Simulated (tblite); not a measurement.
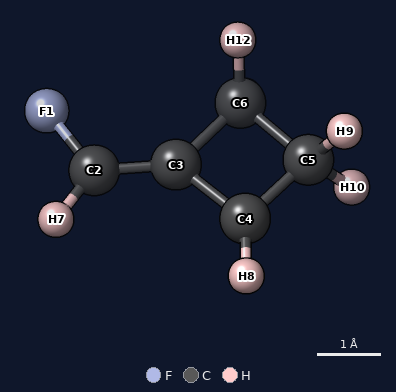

C₅H₆F (multiplicity 2), before the relaxation. Style: ball-and-stick. Shown at a tilt.

All numbers below come from GFN2-xTB geometry optimisation, gas phase (tblite).

```xyz
12

F     2.7127   -0.9222   -0.1769
C     1.9383    0.1930   -0.2259
C     0.6355    0.1354   -0.0758
C    -0.4842    1.1552   -0.0824
C    -1.4754    0.1120    0.1413
C    -0.3749   -0.9754    0.1349
H     2.5354    1.0829   -0.3727
H    -0.5182    2.2207   -0.1776
H    -2.0153    0.2063    1.0791
H    -2.2009    0.0235   -0.6796
H    -0.4635   -1.7076   -0.6756
H    -0.2883   -1.5245    1.0852
```

**Predict the outcome.**

H8 moves most after the best rigid fit: 0.084 Å. Largest moves by element: H 0.084 Å, C 0.073 Å, F 0.037 Å. Among the contacts that change: C3–C4 1.515 → 1.387 Å, C2–C3 1.313 → 1.359 Å, C4–C5 1.456 → 1.492 Å, F1–C2 1.359 → 1.346 Å. Among the angles between lasting bonds that change: C4–C5–C6 91.1° → 87.1°, C3–C4–C5 91.2° → 93.7°, C5–C4–H8 134.8° → 132.4°. The energy falls by 0.325 eV in 15 geometry steps.

The structure at the end:

```xyz
12

F     2.6762   -0.9173   -0.1760
C     1.9390    0.2083   -0.2209
C     0.5876    0.1656   -0.0798
C    -0.4252    1.1131   -0.0762
C    -1.5022    0.1027    0.1398
C    -0.3875   -0.9703    0.1380
H     2.5321    1.0951   -0.3751
H    -0.4450    2.1799   -0.1843
H    -2.0491    0.1986    1.0794
H    -2.2295    0.0152   -0.6692
H    -0.4369   -1.6872   -0.6786
H    -0.2583   -1.5043    1.0768
```

The end point in the same view:

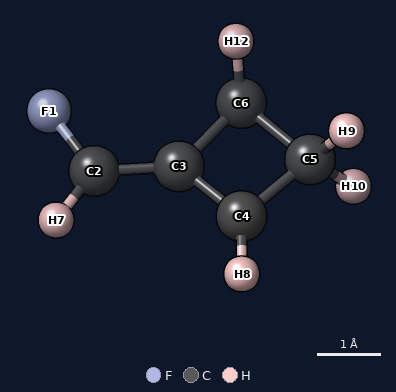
